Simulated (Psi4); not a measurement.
# triplet SiNH5: levels of theory compared

We compute a comparison of 6 runs (UB2PLYP/def2-TZVP, UB3LYP/def2-TZVP, UCAM-B3LYP/def2-TZVP, UM06-L/def2-TZVP, UPBE0/def2-TZVP, UTPSS/def2-TZVP) of triplet SiNH5. 

Program for the calculation: Psi4 1.11.

4 further runs of the same task are left out: 3 that didn't finish, 1 set aside as unsound or not needed.

### Step 1. Starting point

SiNH5 has 7 atoms, charge 0, and is taken as a triplet. SMILES of the parent species: `[SiH3]N`. Geometry: relaxed at PBE0-D4/def2-TZVP. That shape belongs to the parent species and isn't relaxed for this state.

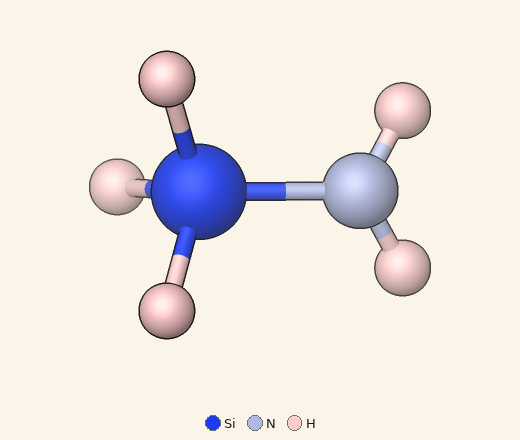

The structure, seen from a chosen angle (silicon blue, nitrogen light blue, hydrogen pink).

### Step 2. A single-point energy at UB2PLYP/def2-TZVP (density fitting for correlation) (run 1)

Contents of h5nsi.xyz:

```xyz
7
H5NSi
Si    -0.413010    -0.292700    -0.422350
N      0.611760     0.348670     0.801280
H     -0.018320    -1.706330    -0.653330
H     -1.813170    -0.217090     0.068940
H     -0.367930     0.402730    -1.743970
H      0.391580     1.238230     1.219480
H      1.609100     0.226510     0.729930
```

Contents of run_ase.py:

```python
import numpy as np
from ase.calculators.psi4 import Psi4
from ase.io import read

mol = read('h5nsi.xyz')
calc = Psi4(atoms=mol, method='b2plyp', basis='def2-TZVP', memory='2200MB', num_threads=1, charge=0, multiplicity=3, label='h5nsi', reference='uks')
calc.psi4.set_options({'puream': True, 'e_convergence': 1e-09, 'd_convergence': 1e-08, 'scf_type': 'pk', 'dft_radial_points': 99, 'dft_spherical_points': 590, 'num_frozen_docc': 6, 'maxiter': 100})
mol.calc = calc

print(f'energy: {mol.get_potential_energy():.6f} eV')
```

Command:

```sh
$ python run_ase.py
```

h5nsi.dat:

```text
[...]
  Running in c1 symmetry.
[...]
  Nuclear repulsion =   64.839844758789525
[...]
  Multiplicity = 3
[...]
  Nalpha       = 14
  Nbeta        = 12
[...]
    Number of basis functions: 98
[...]
   @UKS iter   1:  -346.58806063697801   -1.25359e-01   6.48532e-03 DIIS/ADIIS
[...]
   @UKS iter  16:  -346.80052354512958   -1.04023e-11   5.52308e-09 DIIS
[...]
   @S^2 Observed:                2.007651804E+00
[...]
    Orbital Energies [Eh]
    ---------------------
    Alpha Occupied:
       1A    -67.251782     2A    -14.971204     3A     -5.652540
       4A     -3.908832     5A     -3.905732     6A     -3.905466
       7A     -1.125985     8A     -0.687624     9A     -0.676643
      10A     -0.558489    11A     -0.532368    12A     -0.415510
      13A     -0.414698    14A     -0.097514
    Alpha Virtual:
      15A      0.067196    16A      0.067909    17A      0.086987
      18A      0.091108    19A      0.106034    20A      0.195134
      21A      0.211927    22A      0.232248    23A      0.242348
      24A      0.261824    25A      0.295825    26A      0.308423
[...]
  @UKS Final Energy:  -346.80052354512958
   => Energetics <=
    Nuclear Repulsion Energy =             64.8398447587895248
    One-Electron Energy =                -605.7813060684975426
    Two-Electron Energy =                 208.2950883861286400
    DFT Exchange-Correlation Energy =     -14.1541506215501194
    Empirical Dispersion Energy =           0.0000000000000000
    VV10 Nonlocal Energy =                  0.0000000000000000
    Total Energy =                       -346.8005235451295221
[...]
 Multipole Moments:
 ------------------------------------------------------------------------------------
     Multipole            Electronic (a.u.)      Nuclear  (a.u.)        Total (a.u.)
 ------------------------------------------------------------------------------------
 L = 1.  Multiply by 2.5417464519 to convert [e a0] to [Debye]
 Dipole X            :          0.0144110            0.1220526            0.1364635
 Dipole Y            :         -0.2315687            0.2767427            0.0451739
 Dipole Z            :          0.5147586           -0.2689404            0.2458182
 Magnitude           :                                                    0.2847623
[...]
```

The script printed:

```text
energy: -9439.715018 eV
```

Run time: 70 s. Hardware: 1 thread of Intel Xeon at 2.50GHz (Skylake/Cascade Lake), shared host; peak memory 0.92 GiB.

### Step 3. Energy and forces at UB3LYP/def2-TZVP (run 2)

Contents of h5nsi.inp:

```
memory 2200 MB

molecule m {
  0 3
  Si    -0.413010    -0.292700    -0.422350
  N      0.611760     0.348670     0.801280
  H     -0.018320    -1.706330    -0.653330
  H     -1.813170    -0.217090     0.068940
  H     -0.367930     0.402730    -1.743970
  H      0.391580     1.238230     1.219480
  H      1.609100     0.226510     0.729930
  symmetry c1
}

set basis def2-TZVP
set reference uks
set puream true
set e_convergence 1e-09
set d_convergence 1e-08
set scf_type pk
set dft_radial_points 99
set dft_spherical_points 590
set maxiter 100

result, w = gradient("b3lyp", return_wfn=True)
oeprop(w, "LOWDIN_CHARGES", "QUADRUPOLE", "WIBERG_LOWDIN_INDICES", title="B3LYP")
print_variables()
```

Command:

```sh
$ psi4 h5nsi.inp h5nsi.out -n 1
```

h5nsi.out:

```text
[...]
  Running in c1 symmetry.
[...]
  Nuclear repulsion =   64.839844758789525
[...]
  Multiplicity = 3
[...]
  Nalpha       = 14
  Nbeta        = 12
[...]
    Number of basis functions: 98
[...]
   @UKS iter   1:  -346.77311145417923    6.66308e-02   8.86149e-03 ADIIS/DIIS
[...]
   @UKS iter  15:  -347.11461677048038   -4.77485e-12   3.56648e-09 DIIS
[...]
   @S^2 Observed:                2.006109483E+00
[...]
  @UKS Final Energy:  -347.11461677048038
   => Energetics <=
    Nuclear Repulsion Energy =             64.8398447587895248
    One-Electron Energy =                -606.0552475000338291
    Two-Electron Energy =                 218.0235780328367241
    DFT Exchange-Correlation Energy =     -23.9227920620727552
    Empirical Dispersion Energy =           0.0000000000000000
    VV10 Nonlocal Energy =                  0.0000000000000000
    Total Energy =                       -347.1146167704803815
[...]
  -Total Gradient:
     Atom            X                  Y                   Z
    ------   -----------------  -----------------  -----------------
       1        0.046683016608     0.039360997587     0.034793110397
       2       -0.009977834531    -0.011609724024    -0.000851357274
       3       -0.003415579590    -0.004372008236    -0.001710129103
       4       -0.004384005100    -0.003563011871    -0.001312450311
       5       -0.004775943780    -0.004893024700    -0.001788857701
       6        0.013262421170    -0.028498052838    -0.024740411773
       7       -0.037392444345     0.013574579574    -0.004390314030
[...]
 Multipole Moments:
 ------------------------------------------------------------------------------------
     Multipole            Electronic (a.u.)      Nuclear  (a.u.)        Total (a.u.)
 ------------------------------------------------------------------------------------
 L = 1.  Multiply by 2.5417464519 to convert [e a0] to [Debye]
 Dipole X            :          0.0800845            0.1220526            0.2021371
 Dipole Y            :         -0.1320093            0.2767427            0.1447334
 Dipole Z            :          0.4728004           -0.2689404            0.2038600
 Magnitude           :                                                    0.3215059
 L = 2.  Multiply by 1.3450342976 to convert [e a0^2] to [Debye ang]
 Quadrupole XX       :        -58.9011805           39.5061896          -19.3949910
 Quadrupole XY       :        -15.0345834           14.9986427           -0.0359407
[...]
```

It took 95 s on 1 thread of Intel Xeon at 2.50GHz (Skylake/Cascade Lake), shared host; peak memory 0.91 GiB.

Run 3 isn't shown in full; the table further down has it.

### Step 4. Energy and forces at UM06-L/def2-TZVP (run 4)

h5nsi.xyz is that of step 2.

Contents of h5nsi_ase.py:

```python
import numpy as np
from ase.calculators.psi4 import Psi4
from ase.io import read

mol = read('h5nsi.xyz')
calc = Psi4(atoms=mol, method='m06-l', basis='def2-TZVP', memory='2200MB', num_threads=1, charge=0, multiplicity=3, label='h5nsi', reference='uks')
calc.psi4.set_options({'puream': True, 'e_convergence': 1e-09, 'd_convergence': 1e-08, 'scf_type': 'pk', 'dft_radial_points': 99, 'dft_spherical_points': 590, 'maxiter': 100})
mol.calc = calc

forces = mol.get_forces()
print(f'energy: {mol.get_potential_energy():.6f} eV')
print('forces / eV A^-1')
print(np.round(forces, 5))
```

Command:

```sh
$ python h5nsi_ase.py
```

h5nsi.dat:

```text
[...]
  Running in c1 symmetry.
[...]
  Nuclear repulsion =   64.839844758789525
[...]
  Multiplicity = 3
[...]
  Nalpha       = 14
  Nbeta        = 12
[...]
    Number of basis functions: 98
[...]
   @UKS iter   1:  -346.72485544196559    6.17284e-02   8.73620e-03 DIIS/ADIIS
[...]
   @UKS iter  17:  -347.06747703248027   -1.19371e-12   2.01687e-09 DIIS
[...]
   @S^2 Observed:                2.006775115E+00
[...]
  @UKS Final Energy:  -347.06747703248027
   => Energetics <=
    Nuclear Repulsion Energy =             64.8398447587895248
    One-Electron Energy =                -606.0952115386292007
    Two-Electron Energy =                 223.8112358012512857
    DFT Exchange-Correlation Energy =     -29.6233460538918685
    Empirical Dispersion Energy =           0.0000000000000000
    VV10 Nonlocal Energy =                  0.0000000000000000
    Total Energy =                       -347.0674770324802694
[...]
 Multipole Moments:
 ------------------------------------------------------------------------------------
     Multipole            Electronic (a.u.)      Nuclear  (a.u.)        Total (a.u.)
 ------------------------------------------------------------------------------------
 L = 1.  Multiply by 2.5417464519 to convert [e a0] to [Debye]
 Dipole X            :          0.0419111            0.1220526            0.1639636
 Dipole Y            :         -0.1623259            0.2767427            0.1144167
 Dipole Z            :          0.4407630           -0.2689404            0.1718227
 Magnitude           :                                                    0.2636253
[...]
  -Total Gradient:
     Atom            X                  Y                   Z
    ------   -----------------  -----------------  -----------------
       1        0.047633031708     0.039555457735     0.036752601888
       2       -0.008951088249    -0.010328170851    -0.000946439997
       3       -0.003516172695    -0.006002553100    -0.002211946051
       4       -0.006055382522    -0.003889146305    -0.001180580386
       5       -0.004532457424    -0.003861477309    -0.003314190350
       6        0.012852961883    -0.028704177283    -0.024710174223
       7       -0.037532851522     0.013144231219    -0.004468520794
[...]
```

On the terminal:

```text
energy: -9444.187094 eV
forces / eV A^-1
[[-2.44939 -2.03402 -1.88989]
 [ 0.46028  0.5311   0.04867]
 [ 0.18081  0.30866  0.11374]
 [ 0.31138  0.19999  0.06071]
 [ 0.23307  0.19857  0.17042]
 [-0.66093  1.47603  1.27065]
 [ 1.93002 -0.6759   0.22978]]
```

Wall time 3.3 min (1 thread of Intel Xeon at 2.50GHz (Skylake/Cascade Lake), shared host); peak memory 1.2 GiB.

Run 5 isn't shown in full; the table further down has it.

### Step 5. Energy and gradient at UTPSS/def2-TZVP (run 6)

Contents of calc.inp:

```
memory 2.2 GB

molecule {
  0 3
  Si    -0.413010    -0.292700    -0.422350
  N      0.611760     0.348670     0.801280
  H     -0.018320    -1.706330    -0.653330
  H     -1.813170    -0.217090     0.068940
  H     -0.367930     0.402730    -1.743970
  H      0.391580     1.238230     1.219480
  H      1.609100     0.226510     0.729930
  symmetry c1
  no_reorient
  no_com
}

set globals {
  reference uks
  puream true
  e_convergence 1e-09
  d_convergence 1e-08
  scf_type pk
  dft_radial_points 99
  dft_spherical_points 590
  maxiter 100
}

energy_value, wavefunction = gradient('tpss/def2-TZVP', return_wfn=True)
oeprop(wavefunction, 'MULLIKEN_CHARGES', 'QUADRUPOLE', 'LOWDIN_CHARGES', title='TPSS')
```

Command:

```sh
$ psi4 -n 1 calc.inp calc.out
```

calc.out:

```text
[...]
  Running in c1 symmetry.
[...]
  Nuclear repulsion =   64.839844758789525
[...]
  Multiplicity = 3
[...]
  Nalpha       = 14
  Nbeta        = 12
[...]
    Number of basis functions: 98
[...]
   @UKS iter   1:  -346.72524599112990    1.41242e-01   9.66080e-03 ADIIS/DIIS
[...]
   @UKS iter  15:  -347.12585875517664   -1.33582e-11   9.84970e-09 DIIS
[...]
   @S^2 Observed:                2.005601120E+00
[...]
  @UKS Final Energy:  -347.12585875517664
   => Energetics <=
    Nuclear Repulsion Energy =             64.8398447587895248
    One-Electron Energy =                -606.1065169206901828
    Two-Electron Energy =                 223.8075066150335601
    DFT Exchange-Correlation Energy =     -29.6666932083094572
    Empirical Dispersion Energy =           0.0000000000000000
    VV10 Nonlocal Energy =                  0.0000000000000000
    Total Energy =                       -347.1258587551766368
[...]
  -Total Gradient:
     Atom            X                  Y                   Z
    ------   -----------------  -----------------  -----------------
       1        0.046478296815     0.039300584383     0.034393211244
       2       -0.008725729146    -0.009603496162    -0.001880901872
       3       -0.004645927207    -0.003381443979    -0.001433983564
       4       -0.003273547880    -0.004510277722    -0.001972759312
       5       -0.004223723444    -0.005283241140     0.000384328505
       6        0.014571592187    -0.030996250139    -0.025739287929
       7       -0.040178679572     0.014475207476    -0.003747163113
[...]
 Multipole Moments:
 ------------------------------------------------------------------------------------
     Multipole            Electronic (a.u.)      Nuclear  (a.u.)        Total (a.u.)
 ------------------------------------------------------------------------------------
 L = 1.  Multiply by 2.5417464519 to convert [e a0] to [Debye]
 Dipole X            :          3.4637307           -3.2098132            0.2539175
 Dipole Y            :          3.4206498           -3.2372142            0.1834356
 Dipole Z            :          1.5430975           -1.2904751            0.2526224
 Magnitude           :                                                    0.4024187
 L = 2.  Multiply by 1.3450342976 to convert [e a0^2] to [Debye ang]
 Quadrupole XX       :        -59.0471417           39.9018820          -19.1452597
 Quadrupole XY       :        -15.4346767           15.3969918           -0.0376849
[...]
```

It took 4 min on 1 thread of Intel Xeon at 2.50GHz (Skylake/Cascade Lake), shared host; peak memory 1.2 GiB.

### Step 6. All runs side by side

```
run                                                level      task  fitting correlation  energy (Eh)  HOMO energy (eV)   ⟨S²⟩  wall time
  1  UB2PLYP/def2-TZVP (density fitting for correlation)    energy      density fitting  -346.903131             -2.65  2.008       70 s
  2                                     UB3LYP/def2-TZVP  gradient                    –  -347.114617             -2.14  2.006       95 s
  3                                 UCAM-B3LYP/def2-TZVP  gradient                    –  -347.057951             -3.09  2.007    2.1 min
  4                                     UM06-L/def2-TZVP  gradient                    –  -347.067477             -1.58  2.007    3.3 min
  5                                      UPBE0/def2-TZVP  gradient                    –  -346.892840             -2.30  2.007    1.7 min
  6                                      UTPSS/def2-TZVP  gradient                    –  -347.125859             -1.64  2.006      4 min
```

### Step 7. Summary of results

```
                                 quantity          value
                      run 6: total energy  -347.12586 Eh
                     run 6: dipole moment         1.02 D
run 6: HOMO energy (highest over α and β)       -1.64 eV
                              run 6: ⟨S²⟩          2.006
          run 6: largest force on an atom     3.595 eV/Å
```

Over runs 2, 3, 4, 5, 6 the dipole moment (its size) runs from 0.67 D (UM06-L/def2-TZVP) to 1.11 D (UPBE0/def2-TZVP). Totals of different functionals can't be ranked against each other. All runs together took 14 min, the longest 4 min.
